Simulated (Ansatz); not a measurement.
## Geometry relaxation, with input and output: Ga3N (part 2 of 2)

The same run, continued: Ga3N (4 atoms in the cell); DFT, PBE, plane waves, PAW, no spin polarisation (Ansatz 0.2.0); cutoff 350 eV, 10×10×1 k-mesh, Gaussian smearing of 0.1 eV. The structure was made by a generator, so it may or may not be a known phase. The settings are looser than a standard set-up, so the numbers are not reference values.

Geometry of the input (Å; fractional positions):
```
4.7922  0.0000  0.0000
0.0000  4.7922  0.0000
0.0000  0.0000  23.8000
Ga 0.0000  0.5000  0.2941
Ga 0.5000  0.0000  0.2941
Ga 0.5000  0.5000  0.2941
N  0.0000  0.0000  0.2941
```

The program's output, continued:
```
SCF iter   1: F=—  HF=-11728.501951 eV  |F-HF|=—  |Δ(HF+E_count)|=         —  Δρ=1.22e-4  dr2=1.99e-4  ethr=4.24e-7  ⟨swp⟩=2.5  Hψ=2870  notcnv=0
preconditioner: auto → LDOS  [metal: Δε(μ)=0.053 eV  Ē_g=14.196 eV  σ=0.100 eV  W_gap=0.29  n_scr=48 (ndim 8)  ℏωp=10.6 eV  f_vac=0.804  D(μ)=3.89/eV (n_scr^D=8)  β→1.0]
SCF iter   2: F=—  HF=-11728.501886 eV  |F-HF|=—  |Δ(HF+E_count)|=   6.55e-5  Δρ=5.99e-5  dr2=2.58e-5  ethr=4.24e-7  ⟨swp⟩=1.0  Hψ=567  notcnv=0
SCF iter   3: F=—  HF=-11728.501922 eV  |F-HF|=—  |Δ(HF+E_count)|=   3.61e-5  Δρ=2.74e-5  dr2=7.07e-6  ethr=5.85e-8  ⟨swp⟩=2.3  Hψ=1010  notcnv=0
SCF iter   4: F=—  HF=-11728.501898 eV  |F-HF|=—  |Δ(HF+E_count)|=   2.37e-5  Δρ=3.57e-6  dr2=7.71e-8  ethr=1.61e-8  ⟨swp⟩=2.1  Hψ=709  notcnv=0
SCF iter   5: F=—  HF=-11728.501899 eV  |F-HF|=—  |Δ(HF+E_count)|=   9.73e-7  Δρ=1.71e-6  dr2=2.25e-8  ethr=2.19e-11  ⟨swp⟩=10.2  Hψ=3510  notcnv=0
iter 6 did not close the SCF: its close was put off until two iterations running show no level that it waits for move by more than its bar (scf_convergence_deferred on its scf_iter line)
SCF iter   6: F=-11728.501899 eV  HF=-11728.501899 eV  |F-HF|=6.46e-9  |Δ(HF+E_count)|=   5.68e-8  Δρ=6.79e-7  dr2=2.48e-9  ethr=2.19e-11  ⟨swp⟩=6.2  Hψ=2676  notcnv=0
SCF iter   7: F=-11728.501899 eV  HF=-11728.501899 eV  |F-HF|=5.05e-9  |Δ(HF+E_count)|=   3.97e-9  Δρ=2.41e-7  dr2=3.19e-10  ethr=5.64e-12  ⟨swp⟩=2.5  Hψ=2158  notcnv=0
SCF 5 converged in 7 iterations: F = -11728.501899 eV  dr2 = 3.19e-10
relax step   5: F+E_penalty+E_count = -11728.50189919 eV  Δ(F+E_penalty+E_count) = -1.182e-3 eV  max|allowed force component| = 7.100e-30 eV/Å  Δτ_max = 0.0000 Å  P = -0.002 N/m  Ω = 537.673 Å³  energy of the carried Pulay correction = +1.112e-3 eV  fix = [c, alpha, beta]  reactions: c +0.000 N/m  (7 SCF iters, dr2 threshold 9.63e-9 eV, accepted)
iter 1 solved again at ethr=6.65e-8 eV; its pass at ethr=3.10e-3 eV (dr2=2.92e-5 eV) is discarded
SCF iter   1: F=—  HF=-11728.500671 eV  |F-HF|=—  |Δ(HF+E_count)|=         —  Δρ=8.83e-6  dr2=3.10e-7  ethr=6.65e-8  ⟨swp⟩=6.0  Hψ=5617  notcnv=0
preconditioner: auto → LDOS  [metal: Δε(μ)=0.053 eV  Ē_g=14.195 eV  σ=0.100 eV  W_gap=0.29  n_scr=48 (ndim 8)  ℏωp=10.6 eV  f_vac=0.805  D(μ)=3.88/eV (n_scr^D=8)  β→1.0]
SCF iter   2: F=—  HF=-11728.500644 eV  |F-HF|=—  |Δ(HF+E_count)|=   2.70e-5  Δρ=6.55e-6  dr2=1.24e-7  ethr=7.05e-10  ⟨swp⟩=3.0  Hψ=1384  notcnv=0
SCF iter   3: F=—  HF=-11728.500644 eV  |F-HF|=—  |Δ(HF+E_count)|=   2.71e-7  Δρ=2.59e-6  dr2=2.05e-8  ethr=2.81e-10  ⟨swp⟩=2.2  Hψ=1073  notcnv=0
SCF iter   4: F=—  HF=-11728.500644 eV  |F-HF|=—  |Δ(HF+E_count)|=   1.86e-7  Δρ=7.58e-7  dr2=3.98e-9  ethr=4.66e-11  ⟨swp⟩=2.4  Hψ=1154  notcnv=0
SCF iter   5: F=—  HF=-11728.500645 eV  |F-HF|=—  |Δ(HF+E_count)|=   7.68e-8  Δρ=3.29e-7  dr2=8.11e-10  ethr=9.04e-12  ⟨swp⟩=2.2  Hψ=1071  notcnv=0
SCF iter   6: F=—  HF=-11728.500645 eV  |F-HF|=—  |Δ(HF+E_count)|=   1.81e-8  Δρ=1.48e-7  dr2=1.22e-10  ethr=1.84e-12  ⟨swp⟩=2.4  Hψ=1180  notcnv=0
SCF iter   7: F=-11728.500645 eV  HF=-11728.500645 eV  |F-HF|=4.00e-11  |Δ(HF+E_count)|=   1.59e-9  Δρ=3.22e-8  dr2=5.73e-12  ethr=1.00e-12  ⟨swp⟩=9.4  Hψ=4304  notcnv=0
SCF 6 converged in 7 iterations: F = -11728.500645 eV  dr2 = 5.73e-12
relax step   6: F+E_penalty+E_count = -11728.50064455 eV  Δ(F+E_penalty+E_count) = +1.255e-3 eV  max|allowed force component| = 3.254e-30 eV/Å  Δτ_max = 0.0000 Å  P = -0.006 N/m  Ω = 537.673 Å³  fix = [c, alpha, beta]  reactions: c +0.000 N/m  stress off target by 5.83e-3 N/m on what of the cell is left free  SCF on the basis re-selected at this cell (its energy is not comparable with the rows above)  (7 SCF iters)
```

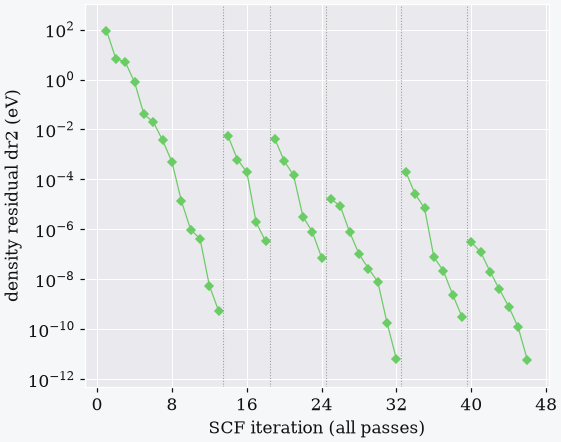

*Convergence of the self-consistent field: density residual dr2 against the SCF iteration. The dotted lines part the SCF passes of the relaxation: geometry steps, rejected trials and re-solves on a re-selected basis.*

The 6 passes take 5 to 13 iterations each, 46 in all.

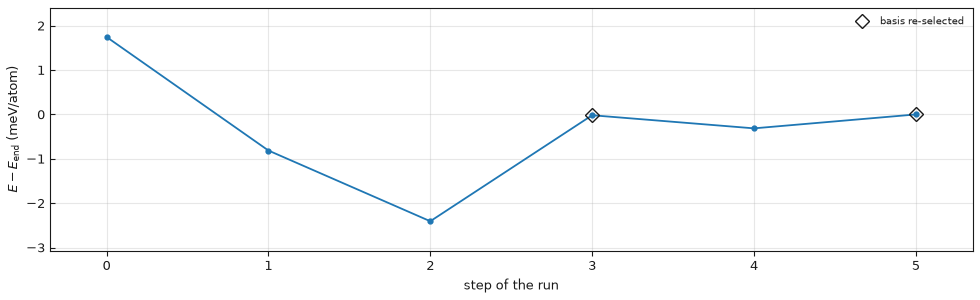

*Progress of the relaxation, step by step (the first geometry is step 0 here and step 1 in the log).*

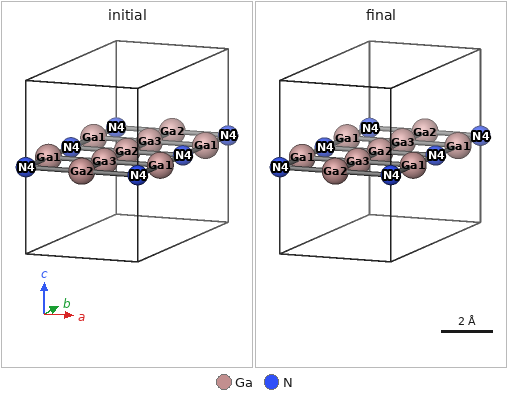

*Before (left) and after (right) the relaxation, at one scale (ball-and-stick view of the 1 × 2 repeat of the cell, with the vacuum cut short, seen slightly off an axis).*

Over 3 geometry steps the energy falls by 2.1 meV per atom. All forces vanish by symmetry, so only the cell relaxes. The basis was re-selected once at an unchanged geometry, which shifts the energy a little without any move. The atoms keep their places relative to the cell (all moves are under 0.005 Å). In the plane the drawn cell goes a 4.792 → 4.753 Å (−0.8 %), b 9.584 → 9.506 Å (−0.8 %). Among the contacts that change: Ga1–N4 2.396 → 2.377 Å, Ga1–Ga3 2.396 → 2.377 Å. The energy change given includes the shifts at the re-selections in mid-walk, which come without any move. A last SCF at the same geometry on a re-selected plane-wave basis shifts the energy by +0.3 meV per atom. (Atoms are counted from 1 in the order of the input.)

```
basis re-selected at this cell: Δ(F+E_penalty+E_count) = +1.255e-3 eV, ΔP = -0.004 N/m vs the last step (what re-selecting the basis moved, of the pressure what is left beyond the Pulay correction that the steps carried, after the strain that the cell walked since its last selection, with what the two solves' SCF thresholds leave and, on support functions, any second-order correction that the steps lacked; it is no measure of the basis error at this ecutwfc). This SCF's stress stands 5.83e-3 N/m from its target on what of the cell is left free (relax.cell.stress_2d_tol is 2.00e-2 N/m) and its largest allowed force component is 3.25e-30 eV/Å (relax.f_tol is 1.00e-2 eV/Å): within both
SCF converged after 7 iterations
Free energy (F): -11728.500645 eV
Harris-Foulkes:  -11728.500645 eV  (|F-HF|=4.00e-11)
Internal energy: -11728.481248 eV  (E = F + TS)
E sigma→0 (E₀):  -11728.490946 eV
Entropy (-TS):   -0.019397 eV (-4.849 meV/atom)
Fermi energy:    -4.284113 eV
--- Per-component energies (eV) ---
  E_band       = -702.500465
  E_kinetic    = 465.961599
  E_local      = -47636.834553  (includes V_loc(G=0)·N_el)
  E_nonlocal   = 1313.125079
  E_hartree    = 23317.671279
  E_xc         = -264.748985
  E_vxc        = -245.907713  (∫ρ·V_xc dr)
  E_paw        = -6082.157029  (= ΣΔE_a)
  E_vpaw       = -1234.191775  (= ΣTr[D̂ρ^β])
  E_aug_tail   = 0.004515  (compensation charges beyond the density's cutoff)
  E_ewald      = 17158.496848
  E_smearing   = -0.019397  (= −TS)
  E_closure    = -0.000000  (closes the sum)
  Σ components = -11728.500645   (vs F -11728.500645, Δ=0.00e0)
--- Forces (eV/Å), atoms counted from 1 ---
  atom   1  Ga     0.00000000     0.00000000     0.00000000
  atom   2  Ga     0.00000000     0.00000000     0.00000000
  atom   3  Ga    -0.00000000    -0.00000000     0.00000000
  atom   4  N     -0.00000000     0.00000000     0.00000000
  max |Σ_I F_I| component: 2.56e-30 eV/Å
--- 2D stress c σ (N/m, compression-positive) ---
       -0.005828       0.000000       0.000000
        0.000000      -0.005828       0.000000
        0.000000       0.000000       0.000000
  P = ½ c Tr σ = -0.0058 N/m
--- Band table (eV; the first three rows and the last of 21) ---
  k-point 0: bands = ["-19.8847", "-19.7225", "-19.5305", "-19.4869", "-19.4869", "-19.2565", "-19.0018", "-18.9971", "-18.9971", "-18.9507", "-18.9450", "-18.9450", "-18.8906", "-18.7982", "-18.5836", "-17.0413", "-11.9633", "-8.0120", "-8.0120", "-7.2559", "-6.6219", "-4.3491", "-4.3491", "-3.7333", "-2.3796", "-0.8356", "-0.5919"]
  k-point 1: bands = ["-19.8725", "-19.7101", "-19.5227", "-19.4866", "-19.4773", "-19.2451", "-19.0040", "-18.9975", "-18.9973", "-18.9566", "-18.9557", "-18.9451", "-18.8950", "-18.8037", "-18.5999", "-17.0341", "-12.0271", "-8.4551", "-7.9552", "-6.6070", "-6.5642", "-4.7745", "-4.4678", "-3.7650", "-1.8260 (-1.8259°)", "-0.7758", "-0.7455"]
  k-point 2: bands = ["-19.8474", "-19.6653", "-19.5011", "-19.4858", "-19.4504", "-19.2141", "-19.0127", "-19.0006", "-18.9978", "-18.9840", "-18.9753", "-18.9453", "-18.9097", "-18.8165", "-18.6430", "-17.0142", "-12.2023", "-8.9109", "-7.7910", "-6.3963", "-5.7163", "-5.3118", "-4.7870", "-3.8828", "-1.1604 (-1.1603°)", "-0.9009", "-0.3385"]
  k-point 20: bands = ["-19.4291", "-19.4011", "-19.3489", "-19.3489", "-19.3218", "-19.1703", "-19.1703", "-19.1189", "-19.0713", "-19.0218", "-19.0083", "-19.0083", "-18.9824", "-18.9556", "-18.9556", "-16.9446", "-11.3321", "-10.8913", "-10.8913", "-5.2195", "-3.6514", "-3.6514", "-3.1104", "-2.5862", "-2.5862", "-1.0858", "1.5092"]
  ° read free of the cell's end (the report's vacuum.weakly_bound_levels)
--- Relaxed structure (4 steps of the walk, 4 accepted, 2 SCFs on fresh bases) ---
  F+E_penalty+E_count = -11728.50064455 eV   max|allowed force component| = 3.254e-30 eV/Å   (the final SCF, on the basis selected at the relaxed cell)
  cell:  # Å, volume = 537.6728 Å³
    - [4.753029942289219, -8.46619989322133e-35, 0.0]
    - [-8.46619989322133e-35, 4.753029942289219, 0.0]
    - [0.0, 0.0, 23.8]
  atoms:
    - { symbol: Ga, position: [-4.217488329627757e-37, 0.5, 0.29411764710000005] }
    - { symbol: Ga, position: [0.5, 1.9623355362726395e-38, 0.29411764710000005] }
    - { symbol: Ga, position: [0.5, 0.5, 0.29411764710000005] }
    - { symbol: N, position: [1.6695182811999869e-37, 1.962335534444908e-38, 0.29411764710000005] }
```

Trajectory as extended XYZ (Å, eV, eV/Å), 6 frames, from step=1 to step=6:
```
4
Lattice="4.7922 0.0000 0.0000 0.0000 4.7922 0.0000 0.0000 0.0000 23.8000" Properties=species:S:1:pos:R:3:forces:R:3 step=1 energy=-11728.49366
Ga    0.0000    2.3961    7.0000    0.0000   0.0000   0.0000
Ga    2.3961    0.0000    7.0000    0.0000   0.0000   0.0000
Ga    2.3961    2.3961    7.0000    0.0000   0.0000   0.0000
N     0.0000    0.0000    7.0000    0.0000   0.0000   0.0000
4
Lattice="4.7736 0.0000 0.0000 0.0000 4.7736 0.0000 0.0000 0.0000 23.8000" Properties=species:S:1:pos:R:3:forces:R:3 step=2 energy=-11728.50390
Ga    0.0000    2.3868    7.0000    0.0000   0.0000   0.0000
Ga    2.3868    0.0000    7.0000    0.0000   0.0000   0.0000
Ga    2.3868    2.3868    7.0000    0.0000   0.0000   0.0000
N     0.0000    0.0000    7.0000    0.0000   0.0000   0.0000
4
Lattice="4.7567 0.0000 0.0000 0.0000 4.7567 0.0000 0.0000 0.0000 23.8000" Properties=species:S:1:pos:R:3:forces:R:3 step=3 energy=-11728.51027
Ga    0.0000    2.3784    7.0000    0.0000   0.0000   0.0000
Ga    2.3784    0.0000    7.0000    0.0000   0.0000   0.0000
Ga    2.3784    2.3784    7.0000    0.0000   0.0000   0.0000
N     0.0000    0.0000    7.0000    0.0000   0.0000   0.0000
4
Lattice="4.7567 0.0000 0.0000 0.0000 4.7567 0.0000 0.0000 0.0000 23.8000" Properties=species:S:1:pos:R:3:forces:R:3 step=4 energy=-11728.50072
Ga    0.0000    2.3784    7.0000    0.0000   0.0000   0.0000
Ga    2.3784    0.0000    7.0000    0.0000   0.0000   0.0000
Ga    2.3784    2.3784    7.0000    0.0000   0.0000   0.0000
N     0.0000    0.0000    7.0000    0.0000   0.0000   0.0000
4
Lattice="4.7530 0.0000 0.0000 0.0000 4.7530 0.0000 0.0000 0.0000 23.8000" Properties=species:S:1:pos:R:3:forces:R:3 step=5 energy=-11728.50190
Ga    0.0000    2.3765    7.0000    0.0000   0.0000   0.0000
Ga    2.3765    0.0000    7.0000    0.0000   0.0000   0.0000
Ga    2.3765    2.3765    7.0000    0.0000   0.0000   0.0000
N     0.0000    0.0000    7.0000    0.0000   0.0000   0.0000
4
Lattice="4.7530 0.0000 0.0000 0.0000 4.7530 0.0000 0.0000 0.0000 23.8000" Properties=species:S:1:pos:R:3:forces:R:3 step=6 energy=-11728.50065
Ga    0.0000    2.3765    7.0000    0.0000   0.0000   0.0000
Ga    2.3765    0.0000    7.0000    0.0000   0.0000   0.0000
Ga    2.3765    2.3765    7.0000    0.0000   0.0000   0.0000
N     0.0000    0.0000    7.0000    0.0000   0.0000   0.0000
```

Results in brief:

| quantity | value |
| --- | --- |
| outcome | converged |
| electrons treated | 44 |
| free energy | −11728.5006 eV |
| Fermi energy | −4.284 eV |
| gap on the k-point mesh | none (metallic) |
| final volume | 537.67 Å³ |
| largest force (length of the vector) at the end | under 0.001 eV/Å |
| wall time | 2 min |
| peak memory | 0.57 GiB |

Remarks:

Settings chosen away from the usual ones: scf.initial_density.chi_scale set to 0.3; basis.ecutwfc set to 350 eV (from 420); scf.lower_state_search set to full. These settings are looser than, or depart from, a standard set-up, so the numbers are not reference values for this system. The program warns: the cutoff is below the recommended one; the state was not tested for a lower one.
